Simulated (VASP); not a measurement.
# Bi2Te2Se: structure and properties in VASP

What structure and properties does r2SCAN give Bi2Te2Se, and how near are they to the measured ones? The steps: relaxing cell and atoms (r2SCAN), density, ELF and potential (r2SCAN), bands along the symmetry lines (r2SCAN), total and projected DOS (r2SCAN) and zone-centre phonons (r2SCAN). The start is a computed cell from the Materials Project.

Calculated with VASP 6.6.1; r2SCAN; plane waves and PAW (Bi_d, Te, Se).

**What experiment says.**

For Bi2Te2Se, tetradymite-type, ordered Te/Se layers (ground Bridgman-Stockbarger crystal, slight Te/Se mixing, 300 K), “Low carrier concentration crystals of the topological insulator Bi2Te2Se” (2011, arxiv:1112.1648) gives, by powder XRD, Rietveld refinement: lattice constant a (hexagonal setting a) 4.3067 ± 0.0001 Å [room-temperature value; ground Bridgman-Stockbarger crystal with a few percent Te/Se site …]; lattice constant c (hexagonal setting c) 30.0509 ± 0.0013 Å [room-temperature value; ground Bridgman-Stockbarger crystal with a few percent Te/Se site …].

Report form: the programs' logs are mostly left out.

**1. The structure**

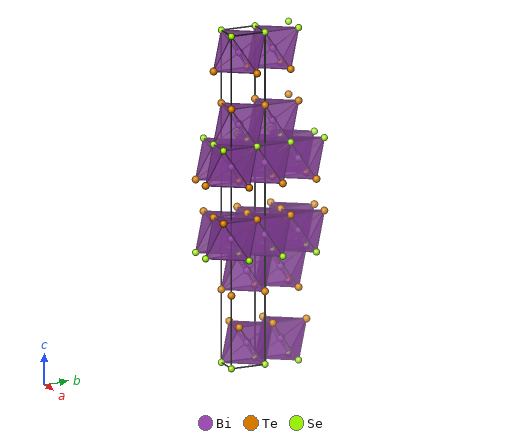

The starting structure, seen slightly off an axis (bismuth purple, tellurium orange, selenium green). 1×2×1 cells are drawn. This picture shows the conventional cell, with its axes. Bonds to atoms that aren't drawn are left out. Some periodic images of atoms are drawn too.

**2. Relaxing cell and atoms (r2SCAN)**

Properties are meant for the cell that this level of theory prefers, so cell and atoms are relaxed first (ISIF = 3) until forces and stress are small; EDIFFG sets the threshold. r2SCAN adds the kinetic-energy density, costs more than a GGA and is run with LASPH.

Contents of INCAR:

```
SYSTEM = Bi2Te2Se
PREC = Accurate
ENCUT = 400
EDIFF = 1E-06
NELM = 100
ISMEAR = 0
SIGMA = 0.05
LREAL = .FALSE.
ALGO = Normal
METAGGA = R2SCAN
LASPH = .TRUE.
NBANDS = 30
LORBIT = 11
LWAVE = .FALSE.
LCHARG = .FALSE.
KPAR = 4
IBRION = 2
NSW = 60
ISIF = 3
EDIFFG = -0.01
```

Contents of POSCAR:

```
Bi2Te2Se
1.0
    2.1609687617      1.2476358963     10.5855712543
   -2.1609687617      1.2476358963     10.5855712543
    0.0000000000     -2.4952717926     10.5855712543
Bi Te Se
2 2 1
Direct
    0.6082787600      0.6082787600      0.6082787600
    0.3917212400      0.3917212400      0.3917212400
    0.2195951300      0.2195951300      0.2195951300
    0.7804048700      0.7804048700      0.7804048700
    0.0000000000      0.0000000000      0.0000000000
```

Contents of KPOINTS:

```
Automatic mesh
0
Gamma
6 6 6
0 0 0
```

PAW data sets: Bi_d, Te and Se (PBE family, release 64).

Started as:

```bash
> mpirun -np 4 vasp_std
```

The job ended after 27 min (4 MPI ranks of AMD EPYC 7R43, shared host; peak memory 3.6 GiB).

The gap is read on the k-mesh alone, so it is an upper bound where the band edges lie off the mesh. The bonds form layers, held to each other by dispersion, which r2SCAN holds only at short range, so the spacing between them may come out too wide. The PAW data sets were made with PBE, which is usual practice but a small mismatch for other functionals. The run keeps the 12 symmetry operations of its start, so it cannot find a distortion of lower symmetry.

Little changed from the start: no atom moved by 0.005 Å and no cell edge by 0.1 %.

Numbers from this step:

```
electrons                       : 48
bands                           : 30
irreducible k-points            : 32
symmetry operations             : 12
free energy (TOTEN)             : -183.8493 eV
Fermi energy                    : 4.895 eV
pressure                        : 0.01275 GPa
metallic                        : no
valence top at k                : 0, 0, 0
conduction bottom at k          : 0, 0, 0
least direct gap at k           : 0, 0, 0
SCF cycles over all ionic steps : 24
gap on the k-mesh               : 0.7157 eV
least direct gap on the k-mesh  : 0.7157 eV
```

It ends with a largest force of 0.009 eV/Å and a pressure of 0.01 GPa.

**3. Density, ELF and potential (r2SCAN)**

The relaxed cell gets a fresh self-consistent run, on a basis set for its own volume, to fix the density and to check the remaining stress.

INCAR, as its differences from that of step 2:

```diff
@@ -14,7 +14,5 @@
 LWAVE = .FALSE.
-LCHARG = .FALSE.
-KPAR = 4
-IBRION = 2
-NSW = 60
-ISIF = 3
-EDIFFG = -0.01
+LCHARG = .TRUE.
+ISIF = 2
+LELF = .TRUE.
+LVHAR = .TRUE.
```

Contents of POSCAR:

```
Bi2Te2Se
1.0
    2.1619484089      1.2482014959     10.5829682072
   -2.1619484089      1.2482014959     10.5829682072
    0.0000000000     -2.4964029917     10.5829682072
Bi Te Se
2 2 1
Direct
    0.6081859505      0.6081859505      0.6081859505
    0.3918140495      0.3918140495      0.3918140495
    0.2196261693      0.2196261693      0.2196261693
    0.7803738307      0.7803738307      0.7803738307
    0.0000000000      0.0000000000      0.0000000000
```

KPOINTS is that of step 2.

Started as:

```bash
> mpirun -np 4 vasp_std
```

The job ended after 16 min (4 MPI ranks; peak memory 1.4 GiB; 61 min of CPU time).

Numbers from this step:

* SCF cycles: 14
* bands: 32
* free energy (TOTEN): -183.8494 eV
* Fermi energy: 4.935 eV
* pressure: 0.01146 GPa
* gap on the k-mesh: 0.7156 eV
* least direct gap on the k-mesh: 0.7156 eV

Valence electrons inside each PAW sphere by angular momentum. Sphere charges, by row:

```tsv
atom	s (e)	p (e)	d (e)	tot (e)
Bi1	1.579	1.08	9.943	12.6
Bi2	1.579	1.08	9.943	12.6
Te3	1.399	1.97	0.021	3.39
Te4	1.399	1.97	0.021	3.39
Se5	1.47	2.359	0.019	3.849
```

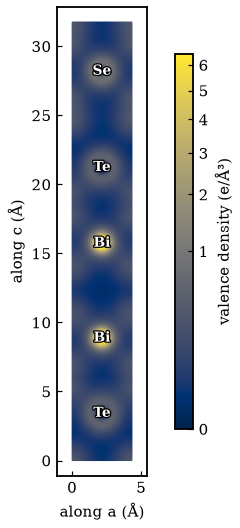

Valence density in the ac plane of the conventional cell at fractional y = 0.000, with atoms of Bi and Te and Se within 0.2 Å of it. It is the smooth field of the valence electrons, not physical close to the nuclei. The map starts off the cell's origin, so that atoms lie inside it. The colour scale is stretched toward low values.

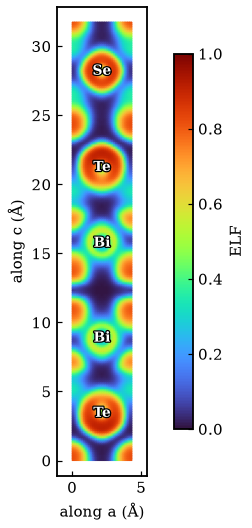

ELF in the ac plane of the conventional cell at fractional y = 0.000, with atoms of Bi and Te and Se within 0.2 Å of it. It is the smooth field of the valence electrons, not physical close to the nuclei. The map starts off the cell's origin, so that atoms lie inside it.

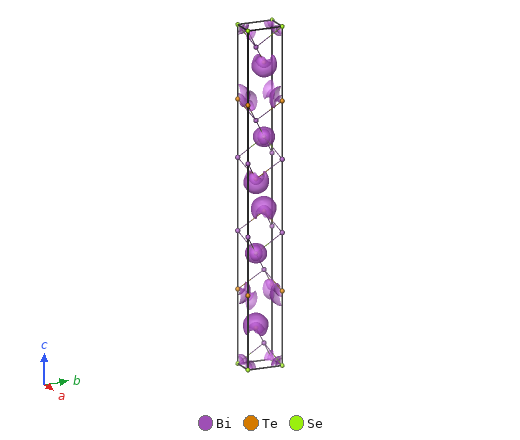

Surface of ELF = 0.83. Bonds to atoms that aren't drawn are left out.

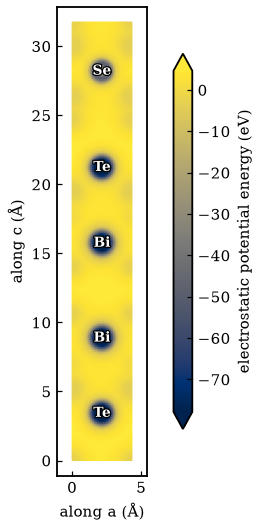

Electrostatic potential energy in the ac plane of the conventional cell at fractional y = 0.000, with atoms of Bi and Te and Se within 0.2 Å of it. With pseudopotentials it is smooth inside the atoms' cores, unlike the true potential. The map starts off the cell's origin, so that atoms lie inside it.

In this run the pressure is 0.01 GPa, small enough to go on.

**4. Bands along the symmetry lines (r2SCAN)**

The mesh alone shows little of the dispersion and can miss band extrema, so KPOINTS_OPT adds a path through the symmetry points after the self-consistent cycle.

INCAR, as its differences from that of step 3:

```diff
@@ -11,8 +11,6 @@
 LASPH = .TRUE.
-NBANDS = 30
+NBANDS = 39
 LORBIT = 11
 LWAVE = .FALSE.
-LCHARG = .TRUE.
-ISIF = 2
-LELF = .TRUE.
-LVHAR = .TRUE.
+LCHARG = .FALSE.
+KPAR = 4
```

POSCAR is that of step 3.

KPOINTS is that of step 3.

Contents of KPOINTS_OPT:

```
Line mode
16
Line-mode
Reciprocal
  0.00000000   0.00000000   0.00000000 GAMMA
  0.50000000   0.00000000   0.00000000 L

  0.50000000   0.00000000   0.00000000 L
  0.50000000   0.17594058  -0.17594058 B1

  0.82405942   0.50000000   0.17594058 B
  0.50000000   0.50000000   0.50000000 Z

  0.50000000   0.50000000   0.50000000 Z
  0.00000000   0.00000000   0.00000000 GAMMA

  0.00000000   0.00000000   0.00000000 GAMMA
  0.33797029   0.00000000  -0.33797029 X

  0.66202971   0.33797029   0.00000000 Q
  0.50000000   0.50000000   0.00000000 F

  0.50000000   0.50000000   0.00000000 F
  0.66202971   0.66202971   0.17594058 P1

  0.66202971   0.66202971   0.17594058 P1
  0.50000000   0.50000000   0.50000000 Z

  0.50000000   0.00000000   0.00000000 L
  0.82405942   0.33797029   0.33797029 P
```

Started as:

```bash
> mpirun -np 4 vasp_std
```

It took 51 min on 4 MPI ranks.

The run was cut off at its time limit.

The self-consistent loop had finished, and the limit fell in the path of KPOINTS_OPT; fewer path points or more time would be the way on.

**5. Total and projected DOS (r2SCAN)**

Here the states are counted by energy and projected on the atoms. The mesh is finer than in the run before.

INCAR, as its differences from that of step 4:

```diff
@@ -5,3 +5,3 @@
 NELM = 100
-ISMEAR = 0
+ISMEAR = -5
 SIGMA = 0.05
@@ -16 +16,2 @@
 KPAR = 4
+NEDOS = 2001
```

POSCAR is that of step 4.

Contents of KPOINTS:

```
Automatic mesh
0
Gamma
9 9 9
0 0 0
```

Started as:

```bash
> mpirun -np 4 vasp_std
```

Wall time 39 min (4 MPI ranks); peak memory 4.1 GiB; 2.6 h of CPU time.

This step gave:

* bands: 39
* irreducible k-points: 85
* free energy (TOTEN): -183.8475 eV
* Fermi energy: 4.651 eV
* pressure: 0.03661 GPa
* gap on the k-mesh: 0.7141 eV
* least direct gap on the k-mesh: 0.7141 eV

The density of states has structure finer than the step of the table below, so its rows give means over 1 eV, whole bins alone (the curve runs from -12.0 to 5.72 eV). Peaks (eV: height): total -1.2: 5.53, -1.0: 6.62, -0.6: 6.25, 2.3: 5.48; Te p -2.2: 1.21, -1.2: 1.50, -0.9: 1.82, -0.6: 1.77; Bi p -3.2: 0.863, 1.9: 1.53, 2.3: 1.67, 3.8: 1.58; Se p -3.2: 0.689, -1.0: 1.21, -0.6: 1.04, 3.8: 0.771; Bi s -11.4: 1.76, -9.9: 1.05, -0.6: 0.429.

States under -12.0 eV and over 5.7 eV are left out. Density of states against energy, zero at the valence-band top; means over each step; 7 of 8 lines; values in states/eV/cell:

```tsv
energy (eV)	total	Te p	Bi p	Se p	Bi s	Te s	Te d
-11	1.60	0.0153	0.0140	0.00543	0.585	0.406	0.00141
-10	2.48	0.0166	0.0289	0.0117	0.716	1.01	0.00183
-9	1.34	0.00889	0.0122	0.0104	0.480	0.464	7.2e-4
-8	0.131	0.00113	5.5e-4	3.7e-4	0.0519	0.0388	0
-7	0	0	0	0	0	0	0
-6	0	0	0	0	0	0	0
-5	0.867	0.0844	0.146	0.124	4.4e-4	0.00959	0.00152
-4	2.41	0.288	0.401	0.351	0.00951	0.0179	0.00517
-3	4.58	0.806	0.718	0.527	0.0327	0.0454	0.0103
-2	3.93	0.962	0.555	0.330	0.0416	0.0351	0.0101
-1	5.25	1.45	0.200	0.861	0.177	0.0195	0.00810
0	0.911	0.276	0.0344	0.120	0.0664	0.00454	8.3e-4
1	0.347	0.0457	0.0972	0.00261	0.00517	0.0107	0.00355
2	4.17	0.663	1.25	0.0457	0.0246	0.0617	0.0532
3	3.57	0.493	1.13	0.255	0.0208	0.0505	0.0565
4	3.42	0.381	0.965	0.503	0.00784	0.0371	0.0682
5	1.93	0.129	0.200	0.127	0.00263	0.00628	0.0674
```

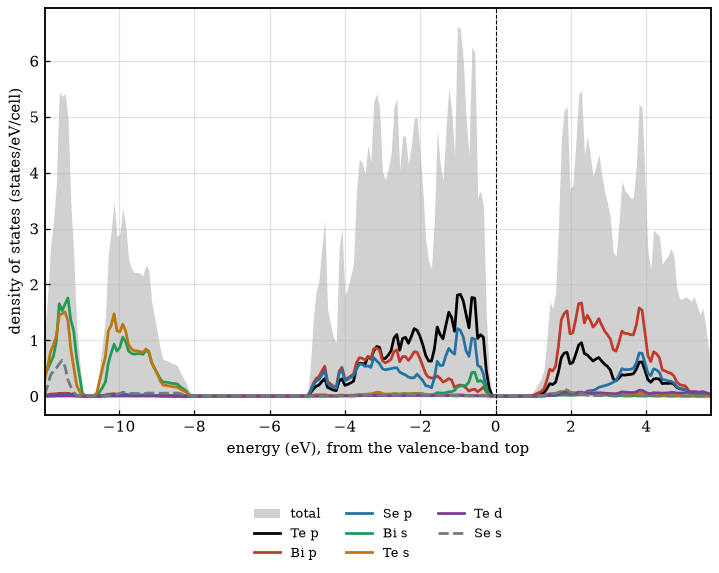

Density of states, plotted against energy.

The gap on this mesh is 0.71 eV. In the top eV of the valence band the largest shares in the PAW spheres are Te p 29 %, Se p 16 % and Bi s 6 %; in the lowest eV of the conduction band, Bi p 29 % and Te p 14 %. The rest lies in smaller channels or between the spheres.

**6. Zone-centre phonons (r2SCAN)**

Zone-centre modes test whether the atoms sit at a minimum within this cell. IBRION = 6 takes the force constants from differences of forces between displaced cells, so the forces must be tight.

Contents of INCAR:

```
SYSTEM = Bi2Te2Se
PREC = Accurate
ENCUT = 400
EDIFF = 1E-08
NELM = 100
ISMEAR = 0
SIGMA = 0.05
LREAL = .FALSE.
ALGO = Normal
METAGGA = R2SCAN
LASPH = .TRUE.
NBANDS = 30
LORBIT = 11
LWAVE = .FALSE.
LCHARG = .FALSE.
KPAR = 4
IBRION = 6
NFREE = 2
POTIM = 0.015
ISIF = 2
NSW = 1
```

POSCAR is that of step 5.

Contents of KPOINTS:

```
Automatic mesh
0
Gamma
6 6 6
0 0 0
```

Started as:

```bash
> mpirun -np 4 vasp_std
```

The job ended after 35 min (4 MPI ranks).

The run was stopped at its time limit, by a STOPCAR file.

More ranks or a longer limit would be the way on.

**7. Results**

```json
{"relaxed volume": "34.27 Å³/atom", "relaxed conventional cell a, b, c": "4.324, 4.324, 31.749 Å; angles 90.0, 90.0, 120.0°", "space group after relaxing, within 0.02 Å": "R-3m (No. 166)", "gap among the points of the DOS mesh alone, an upper bound": "0.714 eV"}
```

With r2SCAN, Bi2Te2Se relaxes to 34.27 Å³/atom in space group R-3m (held by the symmetry of the run). Not obtained: bands along the symmetry lines (r2SCAN), because the run hit its time limit. Not obtained: zone-centre phonons (r2SCAN), because the run hit its time limit. Spin-orbit coupling is left out, and with elements this heavy it would split and shift bands near the edges, and it can change the kind of a small gap. The bonds form layers, and without a dispersion term the spacing between them, and what depends on it, is unreliable. No search among competing phases was made, and a listed structure need not be the one stable at ambient conditions. All values are for a static lattice at zero temperature.

Comparison with the measured values:

| quantity | measured | r2SCAN |
| --- | --- | --- |
| lattice constant a (Å) | 4.3067 | 4.324 (+0.4 %) |
| lattice constant c (Å) | 30.0509 | 31.749 (+5.7 %) |

Measured values from arxiv:1112.1648 (2011).

How well it matches: The lattice constant a is off by +0.4 %: good agreement. The lattice constant c is off by +5.7 %: a clear miss. The grades are ours: good and fair within 0.7 and 1.5 % for the lattice constant a and 0.8 and 2 % for the lattice constant c. Zero-point motion and thermal expansion (measured at up to 300 K) are not in the computed lattice constants. As a rule both would widen the computed cell, so the excess over experiment is if anything larger than shown.

[Lines on the potential files, build, host, timing and source positions are cut from VASP's logs without a mark.]

[Logs are printed without paths, hosts, clocks, repeated set-up lines and the standing remarks that a program may print on its own settings, such as how far it seeks lower states.]

[Hosts, paths, dates, database ids (printed as entryN), source tags and the programs' standing remarks are cut or masked in the printed files.]

[A measured line is paired with the nearest computed mode of its activity, which favours agreement.]
